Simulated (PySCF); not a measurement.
**Geometry relaxation of C₄H₈FPSi (part 2 of 2)**

The same run, continued: C₄H₈FPSi; PBE0-D3(BJ)/def2-SVP geometry optimisation, gas phase (PySCF 2.14.0). 

Geometry of the input (Å):
```
C  -0.4682  0.8892  1.2586
Si -0.6578  0.0166  -0.4267
C  -1.9656  -1.3737  -0.3612
P  1.3631  -0.9540  -1.0114
C  2.4287  0.5455  -1.1937
C  2.4863  0.0338  0.0032
F  3.0712  0.1572  1.1890
H  -1.4193  1.3415  1.5744
H  0.2272  1.7338  1.2084
H  -0.1462  0.2347  2.0413
H  -1.0442  1.0169  -1.4332
H  -1.6866  -2.1120  0.4065
H  -2.0398  -1.8732  -1.3172
H  -2.9466  -0.9784  -0.1095
H  2.7825  1.3047  -1.8356
```

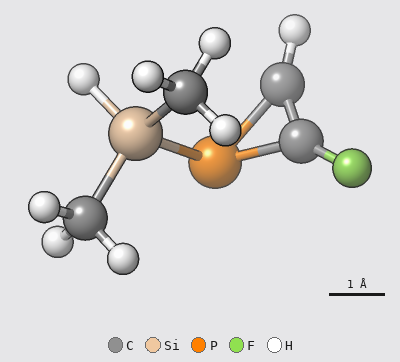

**Figure 1.** The geometry at step 14 of the log (ball-and-stick view, seen at a tilt).

**Trajectory as extended XYZ, continued**
```
15
Properties=species:S:1:pos:R:3:forces:R:3 step=10 energy=-24135.12414
C    -0.5364    0.9633    1.0916   -0.0099   0.0113  -0.0122
Si   -0.6596    0.0011   -0.5209    0.0046  -0.0093   0.0186
C    -1.9049   -1.4053   -0.4024    0.0005  -0.0027  -0.0013
P     1.4119   -0.8618   -1.0763   -0.0064   0.0187  -0.0080
C     2.5072    0.6693   -0.8641    0.0201  -0.0212  -0.0005
C     2.4442   -0.0675    0.2002   -0.0198   0.0136   0.0096
F     2.8848   -0.1698    1.4249    0.0039  -0.0032  -0.0036
H    -1.5081    1.4079    1.3592    0.0017  -0.0027   0.0011
H     0.1987    1.7783    1.0070   -0.0018  -0.0012  -0.0005
H    -0.2198    0.3039    1.9145    0.0037  -0.0044   0.0058
H    -1.0664    0.9278   -1.6300    0.0073  -0.0042  -0.0103
H    -1.6238   -2.1131    0.3932    0.0013   0.0014   0.0023
H    -1.9600   -1.9640   -1.3495    0.0023  -0.0016  -0.0008
H    -2.9118   -1.0200   -0.1767   -0.0004  -0.0056   0.0017
H     2.9202    1.5327   -1.3781   -0.0071   0.0110  -0.0020
15
Properties=species:S:1:pos:R:3:forces:R:3 step=11 energy=-24135.12670
C    -0.5430    0.9983    1.0472   -0.0062  -0.0033  -0.0335
Si   -0.6766    0.0151   -0.5513   -0.0050  -0.0235   0.0314
C    -1.8704   -1.4312   -0.3817   -0.0152   0.0165   0.0077
P     1.4038   -0.7928   -1.1502   -0.0060   0.0032  -0.0083
C     2.5012    0.7081   -0.7968    0.0158  -0.0232   0.0115
C     2.4294   -0.1183    0.1995    0.0033   0.0559   0.0230
F     2.8674   -0.3231    1.4135   -0.0256  -0.0412  -0.0322
H    -1.5181    1.4252    1.3297    0.0021   0.0030   0.0050
H     0.1765    1.8244    0.9417   -0.0067   0.0062   0.0011
H    -0.1977    0.3496    1.8670    0.0073   0.0023   0.0197
H    -1.1509    0.9091   -1.6602    0.0209   0.0018  -0.0158
H    -1.5519   -2.1142    0.4214    0.0056   0.0027  -0.0006
H    -1.9315   -2.0094   -1.3165    0.0104   0.0013  -0.0065
H    -2.8830   -1.0697   -0.1410   -0.0001  -0.0141   0.0015
H     2.9210    1.6117   -1.2297   -0.0005   0.0124  -0.0039
15
Properties=species:S:1:pos:R:3:forces:R:3 step=12 energy=-24135.12804
C    -0.5445    1.0036    1.0433    0.0009  -0.0033  -0.0138
Si   -0.6781    0.0175   -0.5532   -0.0051  -0.0070   0.0202
C    -1.8665   -1.4327   -0.3819   -0.0097   0.0109   0.0038
P     1.4017   -0.7846   -1.1591   -0.0093   0.0035  -0.0165
C     2.5014    0.7110   -0.7865    0.0139  -0.0092   0.0124
C     2.4243   -0.1270    0.1996    0.0044   0.0326   0.0116
F     2.8575   -0.3529    1.4109   -0.0113  -0.0299  -0.0125
H    -1.5203    1.4281    1.3275   -0.0015  -0.0004   0.0024
H     0.1707    1.8331    0.9342   -0.0034   0.0044  -0.0014
H    -0.1945    0.3599    1.8656    0.0027   0.0066   0.0036
H    -1.1517    0.9111   -1.6632    0.0109  -0.0038  -0.0081
H    -1.5426   -2.1138    0.4207    0.0052   0.0011  -0.0014
H    -1.9241   -2.0110   -1.3170    0.0067   0.0008  -0.0022
H    -2.8812   -1.0785   -0.1396    0.0000  -0.0073  -0.0006
H     2.9240    1.6189   -1.2085   -0.0043   0.0010   0.0025
15
Properties=species:S:1:pos:R:3:forces:R:3 step=13 energy=-24135.12113
C    -0.5685    1.0805    0.9954    0.0519   0.0370   0.1284
Si   -0.6986    0.0608   -0.5781    0.0096   0.1077  -0.0849
C    -1.8123   -1.4422   -0.3822    0.0485  -0.0458  -0.0129
P     1.3728   -0.6700   -1.2695   -0.0322   0.0802  -0.0991
C     2.4993    0.7277   -0.6405    0.0001   0.0531   0.0398
C     2.3742   -0.2626    0.1855   -0.0257  -0.1940  -0.1159
F     2.7657   -0.7570    1.3245    0.1243   0.1220   0.2257
H    -1.5548    1.4636    1.3023   -0.0219  -0.0379  -0.0201
H     0.0876    1.9511    0.8396    0.0208  -0.0215  -0.0202
H    -0.1540    0.4964    1.8355   -0.0267   0.0009  -0.0964
H    -1.1866    0.9442   -1.6928   -0.0860  -0.0542   0.0397
H    -1.4177   -2.0967    0.4115   -0.0090  -0.0137  -0.0093
H    -1.8333   -2.0220   -1.3187   -0.0318  -0.0104   0.0222
H    -2.8465   -1.1748   -0.1178   -0.0093   0.0468  -0.0189
H     2.9489    1.6838   -0.9020   -0.0126  -0.0702   0.0220
15
Properties=species:S:1:pos:R:3:forces:R:3 step=14 energy=-24135.13277
C    -0.5531    1.0405    1.0142    0.0146   0.0173   0.0396
Si   -0.6894    0.0385   -0.5708    0.0048   0.0390  -0.0264
C    -1.8405   -1.4388   -0.3840    0.0190  -0.0172   0.0007
P     1.3887   -0.7261   -1.2173   -0.0023   0.0268  -0.0242
C     2.5018    0.7233   -0.7086   -0.0041   0.0215   0.0166
C     2.3971   -0.1931    0.2015   -0.0049  -0.0865  -0.0235
F     2.8070   -0.5485    1.3882    0.0181   0.0484   0.0247
H    -1.5346    1.4413    1.3133   -0.0067  -0.0130  -0.0023
H     0.1321    1.8916    0.8796    0.0050  -0.0064  -0.0039
H    -0.1664    0.4242    1.8421   -0.0047   0.0012  -0.0290
H    -1.1771    0.9234   -1.6825   -0.0291  -0.0205   0.0133
H    -1.4808   -2.1073    0.4142   -0.0021  -0.0051  -0.0008
H    -1.8835   -2.0193   -1.3187   -0.0079  -0.0023   0.0086
H    -2.8649   -1.1250   -0.1295    0.0016   0.0160  -0.0054
H     2.9398    1.6582   -1.0491   -0.0012  -0.0190   0.0120
15
Properties=species:S:1:pos:R:3:forces:R:3 step=15 energy=-24135.13385
C    -0.5507    1.0422    1.0116    0.0089   0.0118   0.0219
Si   -0.6916    0.0412   -0.5740    0.0040   0.0306  -0.0212
C    -1.8364   -1.4402   -0.3811    0.0165  -0.0157   0.0049
P     1.3863   -0.7189   -1.2264   -0.0006   0.0230  -0.0183
C     2.5011    0.7246   -0.7058   -0.0059   0.0184   0.0058
C     2.3924   -0.1969    0.1984   -0.0013  -0.0655  -0.0178
F     2.7983   -0.5542    1.3859    0.0155   0.0272   0.0273
H    -1.5326    1.4370    1.3170   -0.0037  -0.0093  -0.0002
H     0.1304    1.8961    0.8743    0.0028  -0.0032  -0.0013
H    -0.1562    0.4251    1.8349   -0.0018  -0.0005  -0.0184
H    -1.1913    0.9225   -1.6826   -0.0246  -0.0137   0.0087
H    -1.4721   -2.1075    0.4161   -0.0029  -0.0021  -0.0005
H    -1.8831   -2.0218   -1.3149   -0.0060  -0.0010   0.0052
H    -2.8601   -1.1273   -0.1226   -0.0005   0.0108  -0.0029
H     2.9418    1.6609   -1.0381   -0.0006  -0.0107   0.0069
15
Properties=species:S:1:pos:R:3:forces:R:3 step=16 energy=-24135.13721
C    -0.5436    1.0695    0.9850   -0.0076  -0.0152  -0.0325
Si   -0.7117    0.0680   -0.5981   -0.0021  -0.0024  -0.0030
C    -1.7973   -1.4518   -0.3602    0.0052  -0.0036   0.0114
P     1.3655   -0.6445   -1.3041    0.0143   0.0059   0.0049
C     2.4948    0.7360   -0.6604   -0.0115  -0.0075  -0.0200
C     2.3585   -0.2483    0.1709    0.0015   0.0323  -0.0099
F     2.7370   -0.6760    1.3441    0.0093  -0.0374   0.0385
H    -1.5284    1.4157    1.3362    0.0039   0.0056   0.0065
H     0.0953    1.9509    0.8237   -0.0035   0.0080   0.0074
H    -0.0864    0.4614    1.7812    0.0045  -0.0023   0.0109
H    -1.2938    0.9224   -1.6859   -0.0040   0.0040  -0.0042
H    -1.3884   -2.1034    0.4283   -0.0026   0.0060   0.0013
H    -1.8595   -2.0412   -1.2879   -0.0012   0.0024  -0.0052
H    -2.8203   -1.1640   -0.0711   -0.0041  -0.0075   0.0038
H     2.9547    1.6881   -0.9092   -0.0021   0.0117  -0.0098
15
Properties=species:S:1:pos:R:3:forces:R:3 step=17 energy=-24135.13744
C    -0.5454    1.0694    0.9830   -0.0022  -0.0061  -0.0156
Si   -0.7121    0.0669   -0.5992   -0.0023  -0.0032  -0.0027
C    -1.7955   -1.4541   -0.3588    0.0011  -0.0009   0.0047
P     1.3673   -0.6422   -1.3039    0.0078   0.0031   0.0045
C     2.4932    0.7397   -0.6593   -0.0028  -0.0087  -0.0013
C     2.3605   -0.2460    0.1714   -0.0008   0.0224  -0.0038
F     2.7412   -0.6774    1.3433    0.0014  -0.0138   0.0074
H    -1.5303    1.4144    1.3352    0.0010   0.0021   0.0037
H     0.0914    1.9525    0.8220   -0.0024   0.0036   0.0041
H    -0.0866    0.4629    1.7798    0.0021  -0.0001   0.0040
H    -1.2961    0.9198   -1.6875   -0.0002  -0.0002  -0.0019
H    -1.3853   -2.1039    0.4303    0.0006   0.0012   0.0015
H    -1.8573   -2.0442   -1.2862   -0.0004   0.0001  -0.0013
H    -2.8191   -1.1684   -0.0693   -0.0005  -0.0041   0.0018
H     2.9501    1.6934   -0.9083   -0.0024   0.0045  -0.0052
```

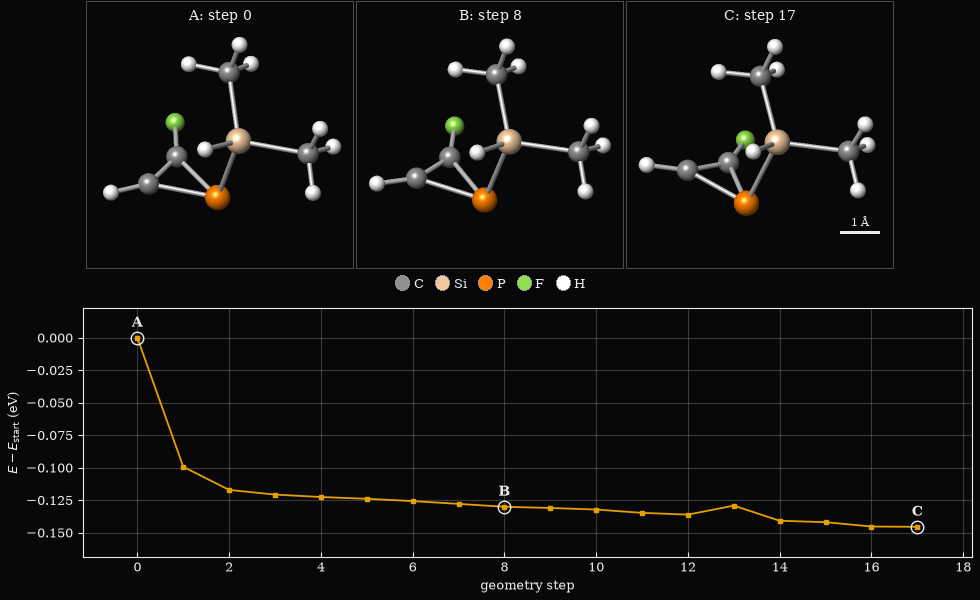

**Figure 2.** Frames of the relaxation (ball-and-stick view, seen at a tilt) above the curves, on which the letters mark them (steps are counted from 0).

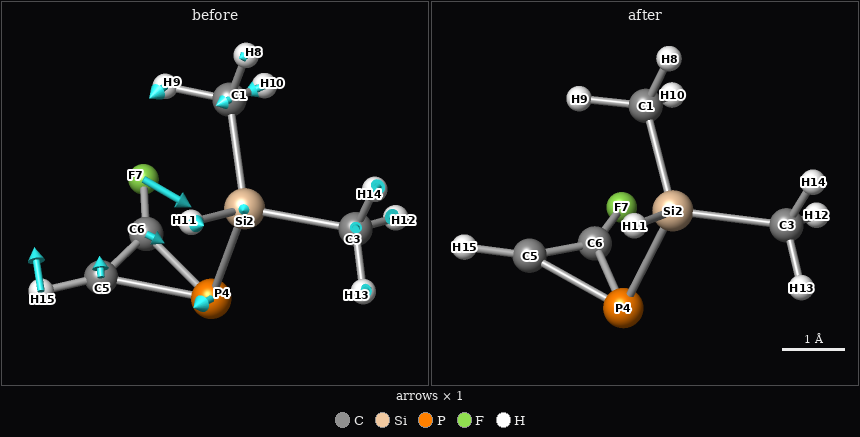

**Figure 3.** Before (left) and after (right) the relaxation, at one scale (ball-and-stick view, seen at a tilt). The teal arrows give the displacements, at true length. The largest move after the best rigid fit is that of F7, 0.92 Å. Largest moves by element: F 0.92 Å, H 0.79 Å, P 0.52 Å, C 0.37 Å, Si 0.16 Å. Among the contacts that change: P4–C5 1.849 → 1.895 Å, C1–H10 1.070 → 1.101 Å, C5–H15 1.055 → 1.086 Å, Si2–H11 1.471 → 1.501 Å. Among the angles that change: H8–C1–H9 104.2° → 108.2°, C6–C5–H15 145.7° → 149.1°, Si2–C1–H10 113.4° → 110.6°. The energy falls by 0.145 eV in 17 geometry steps. Largest force component: 1.4 eV/Å at the start, 0.022 eV/Å at the end. (Atoms are counted from 1 in the order of the input.)

**Summary**

| quantity | value |
| --- | --- |
| outcome | converged |
| total energy | −886.949949 hartree |
| dipole moment | 1.41 D |
| point group | C1 |
| hardware | 1 CPU thread, shared host |
| wall time | 2.8 min |
| peak memory | 0.58 GiB |
